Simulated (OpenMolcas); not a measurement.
Run report: Mo³⁺ complex, multiconfigurational calculation (part 2 of 2)

The same run, continued: Mo³⁺ with 6 ligands (F; octahedron, 2 Å), neutralised by 6 outer point charges of +0.5 e, whose field is part of the energies. Method: state-averaged CASSCF, active space 3 electrons in the shell 4d, basis ANO-RCC-VDZP on the metal and ANO-RCC-VDZP on the ligands, DKH2 scalar Hamiltonian, spin-orbit coupling by RASSI with atomic mean-field integrals (OpenMolcas).

**Output (extracts), continued**
```
--- RASSI ---
SPIN-FREE ENERGIES:
  (Shifted by EMIN (a.u.) =      -4644.1593301820)

 SF State       Relative EMIN(au)   Rel lowest level(eV)    D:o, cm**(-1)

     1             0.0000000000        0.0000000000              0.0000
    11             0.0666392097        1.8133452746          14625.6160
    12             0.0666392097        1.8133452746          14625.6160
    13             0.0686870892        1.8690709130          15075.0736
    14             0.0686870892        1.8690709130          15075.0736
    15             0.0686870892        1.8690709130          15075.0736
    16             0.1033866607        2.8132943574          22690.7492
    17             0.1033866607        2.8132943574          22690.7492
    18             0.1033866607        2.8132943574          22690.7492
     2             0.1182789826        3.2185350803          25959.2361
     3             0.1182789826        3.2185350803          25959.2361
     4             0.1182789826        3.2185350803          25959.2361
     5             0.1539146617        4.1882313082          33780.3636
     6             0.1539146617        4.1882313082          33780.3636
     7             0.1539146617        4.1882313082          33780.3636
    19             0.1717585392        4.6737879503          37696.6421
    20             0.1817517613        4.9457173774          39889.9008
    21             0.1817517613        4.9457173774          39889.9008
    22             0.1817517613        4.9457173774          39889.9008
    23             0.1840348946        5.0078445995          40390.9906
    24             0.1840348946        5.0078445995          40390.9906
    25             0.1840348946        5.0078445995          40390.9906
    26             0.1915347971        5.2119273433          42037.0290
    27             0.1915347971        5.2119273433          42037.0290
    28             0.2074888768        5.6460599684          45538.5447
    29             0.2074888768        5.6460599684          45538.5447
    30             0.2074888768        5.6460599684          45538.5447
    31             0.2297384377        6.2515013647          50421.7589
    32             0.2297384377        6.2515013647          50421.7589
    33             0.2297384377        6.2515013647          50421.7589
    34             0.2367401420        6.4420274446          51958.4554
     8             0.2509292795        6.8281335446          55072.6111
     9             0.2509292795        6.8281335446          55072.6111
    10             0.2509292795        6.8281335446          55072.6111
    35             0.2830426405        7.7019826138          62120.6792
    36             0.2830426405        7.7019826138          62120.6792
    37             0.2988926755        8.1332840387          65599.3598
    38             0.2988926755        8.1332840387          65599.3598
    39             0.2988926755        8.1332840387          65599.3598
    40             0.3047221618        8.2919124414          66878.7841
Eigenvalues of complex Hamiltonian:
   -----------------------------------
  (Shifted by EMIN (a.u.) =      -4644.1593301820)

 SO State       Relative EMIN(au)   Rel lowest level(eV)    D:o, cm**(-1)

     1            -0.0003899312        0.0000000000              0.0000
     2            -0.0003899312        0.0000000000              0.0000
     3            -0.0003899312        0.0000000000              0.0000
     4            -0.0003899312        0.0000000000              0.0000
     5             0.0659551905        1.8053427322          14561.0711
     6             0.0659551905        1.8053427322          14561.0711
     7             0.0659551905        1.8053427323          14561.0711
     8             0.0659551905        1.8053427323          14561.0711
     9             0.0678184363        1.8560442331          14970.0063
    10             0.0678184363        1.8560442331          14970.0063
    11             0.0678184363        1.8560442330          14970.0063
    12             0.0678184363        1.8560442330          14970.0063
    13             0.0687685062        1.8818969508          15178.5225
    14             0.0687685062        1.8818969508          15178.5225
    15             0.1027425157        2.8063768461          22634.9558
    16             0.1027425157        2.8063768461          22634.9558
    17             0.1027425157        2.8063768459          22634.9558
    18             0.1027425157        2.8063768459          22634.9558
    19             0.1040394362        2.8416678510          22919.5969
    20             0.1040394362        2.8416678510          22919.5969
    21             0.1168585190        3.1904928633          25733.0604
    22             0.1168585190        3.1904928633          25733.0604
    23             0.1178632651        3.2178333992          25953.5767
    24             0.1178632651        3.2178333992          25953.5767
    25             0.1178632651        3.2178333990          25953.5767
    26             0.1178632651        3.2178333990          25953.5767
    27             0.1189990704        3.2487402357          26202.8571
    28             0.1189990704        3.2487402357          26202.8571
    29             0.1189990704        3.2487402357          26202.8571
    30             0.1189990704        3.2487402357          26202.8571
    31             0.1191102748        3.2517662595          26227.2636
    32             0.1191102748        3.2517662595          26227.2636
    33             0.1533796118        4.1842824253          33748.5137
    34             0.1533796118        4.1842824253          33748.5137
    35             0.1539959269        4.2010532141          33883.7793
    36             0.1539959269        4.2010532141          33883.7793
    37             0.1539959269        4.2010532141          33883.7793
    38             0.1539959269        4.2010532141          33883.7793
    39             0.1540698474        4.2030646942          33900.0030
    40             0.1540698474        4.2030646942          33900.0030
    41             0.1541160417        4.2043217049          33910.1414
Weights of the five most important spin-orbit-free states for each spin-orbit state.

 SO State  Total energy (au)           Spin-free states, spin, and weights
 -------------------------------------------------------------------------------------------------------
    1        -0.000390       1 1.5  0.9967    4 1.5  0.0007   16 0.5  0.0007    3 1.5  0.0006   18 0.5  0.0005
    2        -0.000390       1 1.5  0.9967    3 1.5  0.0009   17 0.5  0.0008    2 1.5  0.0004   18 0.5  0.0004
    3        -0.000390       1 1.5  0.9967    4 1.5  0.0007   18 0.5  0.0006   16 0.5  0.0006    2 1.5  0.0006
    4        -0.000390       1 1.5  0.9967    2 1.5  0.0008   17 0.5  0.0006   16 0.5  0.0004    4 1.5  0.0004
    5         0.065955      12 0.5  0.5301   11 0.5  0.4476   15 0.5  0.0064   13 0.5  0.0042    3 1.5  0.0021
    6         0.065955      12 0.5  0.5301   11 0.5  0.4476   15 0.5  0.0064   13 0.5  0.0042    3 1.5  0.0021
    7         0.065955      11 0.5  0.5301   12 0.5  0.4476   14 0.5  0.0067   13 0.5  0.0036    4 1.5  0.0021
    8         0.065955      11 0.5  0.5301   12 0.5  0.4476   14 0.5  0.0067   13 0.5  0.0036    4 1.5  0.0021
    9         0.067818      14 0.5  0.5322   15 0.5  0.4036   13 0.5  0.0395   11 0.5  0.0088   17 0.5  0.0061
   10         0.067818      14 0.5  0.5447   15 0.5  0.3577   13 0.5  0.0729   11 0.5  0.0083   17 0.5  0.0058
   11         0.067818      13 0.5  0.6107   15 0.5  0.2466   14 0.5  0.1180   12 0.5  0.0088   16 0.5  0.0057
   12         0.067818      13 0.5  0.5773   15 0.5  0.2925   14 0.5  0.1055   12 0.5  0.0083   16 0.5  0.0058
```

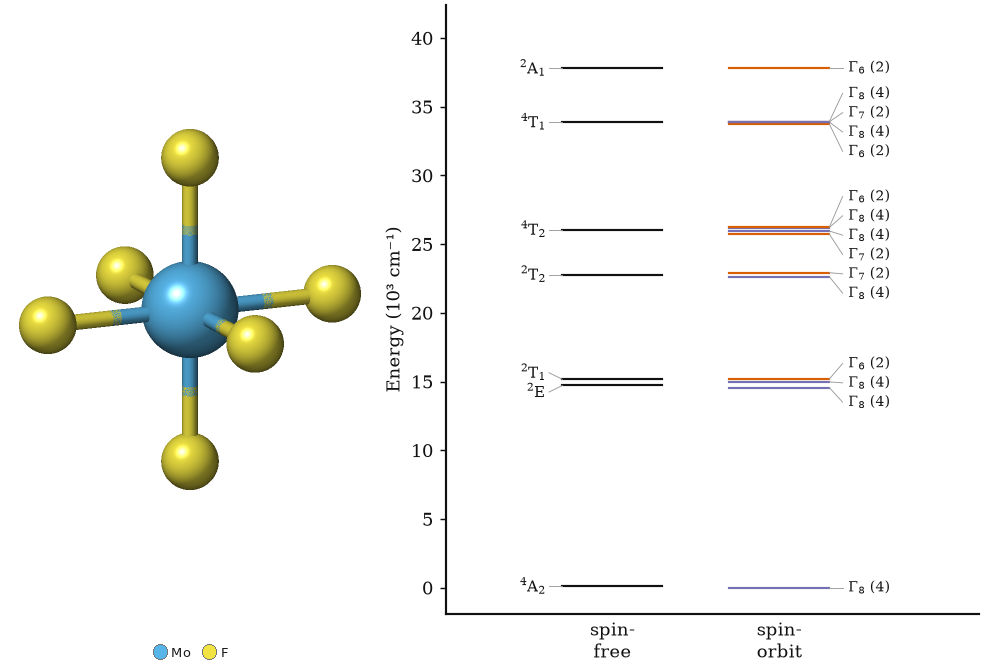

Figure 2. Mo³⁺ (4d³) with 6 ligands, F⁻, at 2 Å (arrangement: octahedron, Oh), neutralised by outer point charges of +0.5 e, and its levels. Labels give the representation in O, Td, D4 or D3 as the site allows (double group for half-integer spin) where it could be assigned and, in brackets, the degeneracy; spin-free states, where drawn, share the zero of the spin-orbit levels. The ground level is Γ₈, 4-fold degenerate, 100 % from states of spin multiplicity 4. The next level lies at 14,600 cm⁻¹ (Γ₈). The lowest spin-free state is ⁴A₂; of the same spin there follow at 26,000 cm⁻¹ (⁴T₂) and 33,800 cm⁻¹ (⁴T₁) above it. A ligand-field fit to the spin-free states gives |10Dq| = 25,700 cm⁻¹, B = 737 and C = 2,920 cm⁻¹ (rms misfit 90 cm⁻¹). The active orbitals hold 83 to 92 % metal character (Löwdin), and the Mulliken charge of the metal is +2.12.

**Results in brief**

- outcome: converged
- energy of the lowest spin-free term: −4644.15933 hartree
- energy of the lowest spin-orbit level: −4644.15972 hartree
- largest spread among components of a term: 0.0 cm⁻¹
- hardware: 1 thread of Intel Xeon (Granite Rapids), 64 GiB of memory available, shared host
- wall time: 12 s

**Notes**

Without dynamic correlation the splittings between terms come out too large, often by 20 to 50 %. Limits: distances are set from ionic radii, not optimised.
